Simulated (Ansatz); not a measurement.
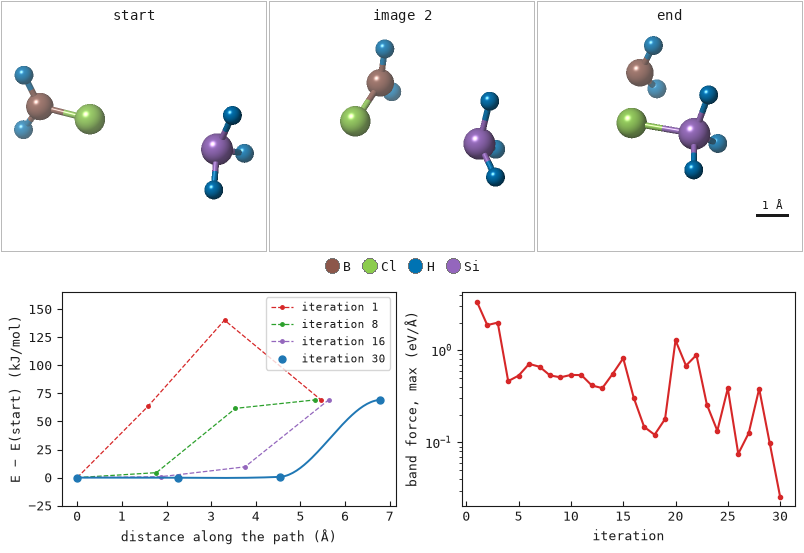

A nudged-elastic-band calculation for BSiH$_{5}$Cl (multiplicity 2), made up of BH$_{2}$Cl and SiH3. Images are numbered from 0 (start) to 3 (end). The plot follows the band through its iterations. The picture is a ball-and-stick view, seen at a tilt.

Theory: UKS PBE0/6-31G* (Ansatz).

The input:
```yaml
crystal:
  periodic: [false, false, false]
  atoms:
    - { symbol: B, position_ang: [-0.005431, 0.000298, -0.756139] }
    - { symbol: Cl, position_ang: [-0.014194, 0.009666, 0.984326] }
    - { symbol: H, position_ang: [1.049355, -0.003143, -1.312389] }
    - { symbol: H, position_ang: [-1.05449, -0.002342, -1.323125] }
    - { symbol: Si, position_ang: [0.016485, -0.002859, 5.394145] }
    - { symbol: H, position_ang: [-0.762758, -1.1937, 5.834934] }
    - { symbol: H, position_ang: [1.418316, -0.067027, 5.894471] }
    - { symbol: H, position_ang: [-0.647283, 1.259106, 5.825977] }
magnetization:
  spin_polarized: true
  initial_magnetization: 1
basis:
  gaussian: { orbitals: "6-31G*" }
hamiltonian:
  xc: pbe0
neb:
  order_check: false
  images: 2
  f_tol: 0.05
  max_iterations: 60
  climbing: false
  final_atoms:
    - { symbol: B, position_ang: [0.0395646, -0.0456963, 0.60153756] }
    - { symbol: Cl, position_ang: [-0.44219963, 1.30993093, 2.13510633] }
    - { symbol: H, position_ang: [1.20881074, -0.23660616, 0.77143072] }
    - { symbol: H, position_ang: [-0.84630275, -0.84716809, 0.66660666] }
    - { symbol: Si, position_ang: [-0.04757035, 0.12728552, 3.83525056] }
    - { symbol: H, position_ang: [-0.92387271, -1.05789707, 3.72722007] }
    - { symbol: H, position_ang: [1.39150597, -0.20571497, 3.78369886] }
    - { symbol: H, position_ang: [-0.37993587, 0.95586514, 5.02134924] }
  initial_path:
    images:
      - { positions_ang: [[-0.005431, 0.000298, -0.756139], [-0.014194, 0.009666, 0.984326], [1.049355, -0.003143, -1.312389], [-1.05449, -0.002342, -1.323125], [0.016485, -0.002859, 5.394145], [-0.762758, -1.1937, 5.834934], [1.418316, -0.067027, 5.894471], [-0.647283, 1.259106, 5.825977]] }
      - { positions_ang: [[-0.00158588, -0.0003468, -0.25204626], [-0.00469132, 0.0031424, 1.73477535], [1.03706146, -0.00156732, -0.83403951], [-1.0382202, -0.00135999, -0.83779831], [0.00532261, -0.00061049, 4.82471494], [-0.75016749, -1.16956099, 5.29671412], [1.38902554, -0.06514202, 5.31655502], [-0.63674471, 1.23544421, 5.29332465]] }
      - { positions_ang: [[0.01341265, -0.01567823, 0.20051259], [-0.14735986, 0.43656404, 2.11836879], [1.09021337, -0.07938838, -0.13943293], [-0.96882445, -0.28296869, -0.17455442], [-0.01602918, 0.04277102, 4.30508346], [-0.8038724, -1.12429335, 4.5941428], [1.38008886, -0.11137134, 4.61296431], [-0.547629, 1.13436393, 5.0251154]] }
      - { positions_ang: [[0.0395646, -0.0456963, 0.60153756], [-0.44219963, 1.30993093, 2.13510633], [1.20881074, -0.23660616, 0.77143072], [-0.84630275, -0.84716809, 0.66660666], [-0.04757035, 0.12728552, 3.83525056], [-0.92387271, -1.05789707, 3.72722007], [1.39150597, -0.20571497, 3.78369886], [-0.37993587, 0.95586514, 5.02134924]] }
```

Launched with:
```bash
ansatz run input.yaml --threads 1 --pin off --max-ram 2048MiB --backend cpu --events-out ev --progress --plain --runs-dir out
```

Did the band converge, and can the barrier be trusted?

The run is converged, with reservations. The band converged in 30 iterations. The largest component of the band force went from 3.4 to 0.026 eV/Å. So few images resolve the path coarsely. The first iteration put the highest image at 140.2 kJ/mol. No barrier shows: the energy is highest at the end, and the end lies 69.2 kJ/mol above the start.

Limits of the set-up: the start holds two separate molecules, 4.4 Å apart at their closest, whose relative position is a soft coordinate and is computed without a dispersion correction.

The run took 2.8 min on 1 thread of AMD EPYC 7R43 64-Core Processor (Zen 3), with other jobs on the host, peak memory 0.17 GiB.
